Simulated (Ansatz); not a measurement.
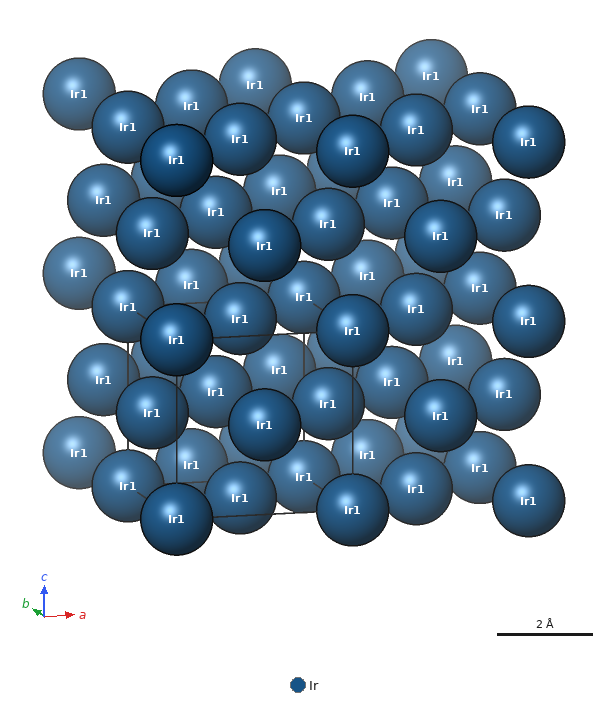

**Figure 1.** The structure (spheres-only view of the cell 4 times as large as that of the calculation, set on its symmetry axes, repeated 2 × 2 × 2, seen slightly off an axis; atoms are numbered from 1 in the order of the input).

## Ir: a changed input and its effect

System: Ir (Fm-3m, 1 atom in the cell).
Method of run 1: DFT, r2SCAN, plane waves (500 eV) with PAW, scalar-relativistic, spin-polarised (Ansatz 0.2.0).

Text and figures count atoms from 1; the logs count them from 0 in places.

**The input, run 1**
```yaml
crystal:
  lattice:
    - [0.0, 1.9225767072, 1.9225767072]
    - [1.9225767072, 0.0, 1.9225767072]
    - [1.9225767072, 1.9225767072, 0.0]
  atoms:
    - { symbol: Ir, position: [0.0, 0.0, 0.0], spin: 1.0 }
hamiltonian:
  xc: r2scan
  pseudopotentials:
    kind: paw
    azcp:
      Ir: "pseudopotentials/Ir.paw.azcp"
basis:
  ecutwfc: 500
  fft_grid_basis: typed
kpoints:
  mp_grid: { grid: [23, 23, 23], shift: [0, 0, 0] }
magnetization:
  spin_polarized: true
scf:
  occupations: { method: fermi_dirac, width: 0.05 }
```

Hardware: 4 threads of an x86-64 CPU, shared host.

**Output, shortened to warnings, some set-up lines, iterations and results (run 1)**
```
WARN: the starting moments were not kept: the SCF closed with an absolute magnetisation of 2.0e-6 μB, where they sum to 1 μB in size (1 site). That is at most 0.1 of that sum. Measured as dr2_m measures the in/out step, that magnetisation stands 1.7e-12 eV from none, at or under the dr2_threshold of 1.0e-7 eV: it is no larger than a step whose dr2_m would equal this threshold. The system may hold …
Basis set: ecut = 500 eV, 339 PW (Γ), exchange–correlation on 80×80×80 points (64 copies of the dense FFT grid, shifted against one another)
Symmetry: 48 space group operations
k-points: 364 of 12167
Initial density: superposition of atomic densities (chi_scale 0.1, normalization cell)
[...]
SCF iter   1: F=—  HF=-11948.438627 eV  |F-HF|=—  |Δ(HF+E_count)|=         —  Δρ=3.76e-2 (↑3.76e-2 ↓2.48e-2)  dr2=2.72e-1  dr2_τ=1.26e-2  dr2_m=4.94e-2  M=0.523 μB ∫|m|=0.538 …
SCF iter   2: F=—  HF=-11948.616809 eV  |F-HF|=—  |Δ(HF+E_count)|=         —  Δρ=3.90e-2 (↑3.90e-2 ↓2.91e-2)  dr2=4.42e-2  dr2_τ=1.88e-2  dr2_m=1.30e-1  M=0.100 μB ∫|m|=0.115 …
SCF iter   3: F=—  HF=-11948.647226 eV  |F-HF|=—  |Δ(HF+E_count)|=   3.04e-2  Δρ=2.56e-2 (↑2.56e-2 ↓2.24e-2)  dr2=1.09e-2  dr2_τ=1.27e-3  dr2_m=6.50e-2  M=0.072 μB ∫|m|=0.083 …
SCF iter   4: F=—  HF=-11948.708647 eV  |F-HF|=—  |Δ(HF+E_count)|=   6.14e-2  Δρ=1.18e-2 (↑9.44e-3 ↓1.18e-2)  dr2=3.32e-3  dr2_τ=2.40e-4  dr2_m=1.22e-2  M=0.025 μB ∫|m|=0.034 …
SCF iter   5: F=—  HF=-11948.726902 eV  |F-HF|=—  |Δ(HF+E_count)|=   1.83e-2  Δρ=4.19e-3 (↑1.99e-3 ↓4.19e-3)  dr2=1.43e-3  dr2_τ=5.14e-5  dr2_m=8.57e-4  M=0.003 μB ∫|m|=0.010 …
[... 5 lines ...]
SCF iter  11: F=—  HF=-11948.729741 eV  |F-HF|=—  |Δ(HF+E_count)|=   2.30e-7  Δρ=4.83e-6 (↑4.83e-6 ↓3.99e-6)  dr2=1.56e-9  dr2_τ=7.49e-10  dr2_m=1.96e-9  M=-0.000 μB …
SCF iter  12: F=—  HF=-11948.729741 eV  |F-HF|=—  |Δ(HF+E_count)|=   1.11e-9  Δρ=2.12e-6 (↑8.68e-7 ↓2.12e-6)  dr2=1.30e-10  dr2_τ=3.40e-11  dr2_m=2.07e-10  M=-0.000 μB …
SCF iter  13: F=—  HF=-11948.729741 eV  |F-HF|=—  |Δ(HF+E_count)|=   2.02e-9  Δρ=8.55e-7 (↑7.15e-7 ↓8.55e-7)  dr2=3.22e-11  dr2_τ=2.19e-11  dr2_m=5.29e-11  M=-0.000 μB …
SCF iter  14: F=-11948.729741 eV  HF=-11948.729741 eV  |F-HF|=1.82e-12  |Δ(HF+E_count)|=  2.11e-10  Δρ=2.10e-7 (↑2.10e-7 ↓1.54e-7)  dr2=9.52e-13  dr2_τ=1.39e-12  …
SCF 1 converged in 14 iterations: F = -11948.729741 eV  dr2 = 9.52e-13
WARN: the starting moments were not kept: the SCF closed with an absolute magnetisation of 2.0e-6 μB, where they sum to 1 μB in size (1 site). That is at most 0.1 of that sum. Measured as dr2_m measures the in/out step, that magnetisation stands 1.7e-12 eV from none, at or under the dr2_threshold …
this state was not tested for a lower state beside it, because the mixer in use, unlike msr1, does not test its closes by its own steps (another_mixer; see scf.mixing.algorithm and scf.lower_state_search)
SCF converged after 14 iterations
Magnetization: -0.0000 μB (8.5000 up, 8.5000 down)
Absolute magnetization: 0.0000 μB (∫|ρ↑−ρ↓|, with the PAW one-centre terms)
Spin contamination: 0.0000 ħ² per cell (⟨S²⟩ above its minimum at these occupations)
Per-site moments (μB) at R_I (Å): [(-1.368480159640158e-7, 1.1215602972852494)]
Free energy (F): -11948.729741 eV
Harris-Foulkes:  -11948.729741 eV  (|F-HF|=1.82e-12)
Internal energy: -11948.724117 eV  (E = F + TS)
E sigma→0 (E₀):  -11948.726929 eV
Entropy (-TS):   -0.005624 eV (-5.624 meV/atom)
Fermi energy:    25.401949 eV
--- Per-component energies (eV) ---
  E_band       = -102.888962
  E_kinetic    = 623.445717
  E_local      = -1071.436026  (includes V_loc(G=0)·N_el)
  E_nonlocal   = 73.913855
  E_hartree    = 411.864595
[...]
```

The input of run 2 differs as follows (lines with − go, lines with + come):
```diff
-    - [0.0, 1.9225767072, 1.9225767072]
-    - [1.9225767072, 0.0, 1.9225767072]
-    - [1.9225767072, 1.9225767072, 0.0]
+    - [0.0, 1.9225767074, 1.9225767074]
+    - [1.9225767074, 0.0, 1.9225767074]
+    - [1.9225767074, 1.9225767074, 0.0]
-  mp_grid: { grid: [23, 23, 23], shift: [0, 0, 0] }
+  mp_grid: { grid: [7, 7, 7], shift: [0, 0, 0] }
-  occupations: { method: fermi_dirac, width: 0.05 }
+  occupations: { method: fermi_dirac, width: 0.1 }
```

How does run 2 compare with run 1?

The energy of run 2 (smearing taken to zero) is 80.9 meV per atom lower, the joint effect of these numerical settings, which can't be told apart here. The number of SCF iterations is the same. The irreducible k-points go from 364 to 20.

**Output, shortened to warnings, some set-up lines, iterations and results (run 2)**
```
WARN: the starting moments were not kept: the SCF closed with an absolute magnetisation of 1.5e-6 μB, where they sum to 1 μB in size (1 site). That is at most 0.1 of that sum. Measured as dr2_m measures the in/out step, that magnetisation stands 1.1e-12 eV from none, at or under the dr2_threshold of 1.0e-7 eV: it is no larger than a step whose dr2_m would equal this threshold. The system may hold …
Basis set: ecut = 500 eV, 339 PW (Γ), exchange–correlation on 80×80×80 points (64 copies of the dense FFT grid, shifted against one another)
Symmetry: 48 space group operations
k-points: 20 of 343
Initial density: superposition of atomic densities (chi_scale 0.1, normalization cell)
[...]
SCF iter   1: F=—  HF=-11948.458490 eV  |F-HF|=—  |Δ(HF+E_count)|=         —  Δρ=4.25e-2 (↑4.25e-2 ↓2.49e-2)  dr2=2.68e-1  dr2_τ=1.77e-2  dr2_m=7.90e-2  M=0.430 μB ∫|m|=0.452 …
SCF iter   2: F=—  HF=-11948.682718 eV  |F-HF|=—  |Δ(HF+E_count)|=         —  Δρ=4.04e-2 (↑4.04e-2 ↓3.08e-2)  dr2=4.63e-2  dr2_τ=1.53e-2  dr2_m=1.39e-1  M=0.075 μB ∫|m|=0.082 …
SCF iter   3: F=—  HF=-11948.717452 eV  |F-HF|=—  |Δ(HF+E_count)|=   3.47e-2  Δρ=2.64e-2 (↑2.64e-2 ↓2.38e-2)  dr2=1.21e-2  dr2_τ=1.29e-3  dr2_m=6.91e-2  M=0.052 μB ∫|m|=0.058 …
SCF iter   4: F=—  HF=-11948.789614 eV  |F-HF|=—  |Δ(HF+E_count)|=   7.22e-2  Δρ=1.19e-2 (↑8.87e-3 ↓1.19e-2)  dr2=4.11e-3  dr2_τ=2.11e-4  dr2_m=1.10e-2  M=0.019 μB ∫|m|=0.025 …
SCF iter   5: F=—  HF=-11948.811541 eV  |F-HF|=—  |Δ(HF+E_count)|=   2.19e-2  Δρ=3.92e-3 (↑1.60e-3 ↓3.92e-3)  dr2=1.27e-3  dr2_τ=4.25e-5  dr2_m=6.36e-4  M=0.005 μB ∫|m|=0.009 …
[... 5 lines ...]
SCF iter  11: F=—  HF=-11948.815420 eV  |F-HF|=—  |Δ(HF+E_count)|=   1.17e-7  Δρ=4.66e-6 (↑4.66e-6 ↓2.34e-6)  dr2=2.18e-9  dr2_τ=7.48e-11  dr2_m=4.09e-10  M=-0.000 μB …
SCF iter  12: F=—  HF=-11948.815420 eV  |F-HF|=—  |Δ(HF+E_count)|=   2.61e-8  Δρ=2.06e-6 (↑2.06e-6 ↓1.35e-6)  dr2=1.38e-10  dr2_τ=1.24e-11  dr2_m=3.33e-10  M=-0.000 μB …
SCF iter  13: F=—  HF=-11948.815420 eV  |F-HF|=—  |Δ(HF+E_count)|=   1.67e-9  Δρ=4.06e-7 (↑4.06e-7 ↓3.93e-7)  dr2=6.72e-12  dr2_τ=6.90e-13  dr2_m=1.70e-11  M=0.000 μB …
SCF iter  14: F=-11948.815420 eV  HF=-11948.815420 eV  |F-HF|=3.64e-12  |Δ(HF+E_count)|=  2.00e-11  Δρ=2.31e-7 (↑1.09e-7 ↓2.31e-7)  dr2=5.94e-12  dr2_τ=4.10e-13  …
SCF 1 converged in 14 iterations: F = -11948.815420 eV  dr2 = 5.94e-12
WARN: the starting moments were not kept: the SCF closed with an absolute magnetisation of 1.5e-6 μB, where they sum to 1 μB in size (1 site). That is at most 0.1 of that sum. Measured as dr2_m measures the in/out step, that magnetisation stands 1.1e-12 eV from none, at or under the dr2_threshold …
this state was not tested for a lower state beside it, because the mixer in use, unlike msr1, does not test its closes by its own steps (another_mixer; see scf.mixing.algorithm and scf.lower_state_search)
SCF converged after 14 iterations
Magnetization: 0.0000 μB (8.5000 up, 8.5000 down)
Absolute magnetization: 0.0000 μB (∫|ρ↑−ρ↓|, with the PAW one-centre terms)
Spin contamination: 0.0000 ħ² per cell (⟨S²⟩ above its minimum at these occupations)
Per-site moments (μB) at R_I (Å): [(4.306457685065711e-7, 1.121560297401922)]
Free energy (F): -11948.815420 eV
Harris-Foulkes:  -11948.815420 eV  (|F-HF|=3.64e-12)
Internal energy: -11948.800278 eV  (E = F + TS)
E sigma→0 (E₀):  -11948.807849 eV
Entropy (-TS):   -0.015143 eV (-15.143 meV/atom)
Fermi energy:    25.504644 eV
--- Per-component energies (eV) ---
  E_band       = -102.672449
  E_kinetic    = 623.578754
  E_local      = -1071.937203  (includes V_loc(G=0)·N_el)
  E_nonlocal   = 73.950932
  E_hartree    = 412.176342
[...]
```

**The two runs side by side**

| quantity | run 1 | run 2 |
| --- | --- | --- |
| outcome | converged | converged |
| free energy per atom (eV) | −11948.7297 | −11948.8154 |
| energy per atom, smearing taken to zero (eV) | −11948.7269 | −11948.8078 |
| net moment of the cell (μB) | 0.00 | 0.00 |
| absolute moment of the cell (μB) | 0.00 | 0.00 |
| SCF iterations | 14 | 14 |
| irreducible k-points | 364 | 20 |
| plane waves at Γ | 339 | 339 |
| wall time (shared host) | 5.8 s | 1.2 s |

For both runs: Warnings: some starting moments were not kept; the state was not tested for a lower one. Spin–orbit coupling is left out, which matters for Ir.
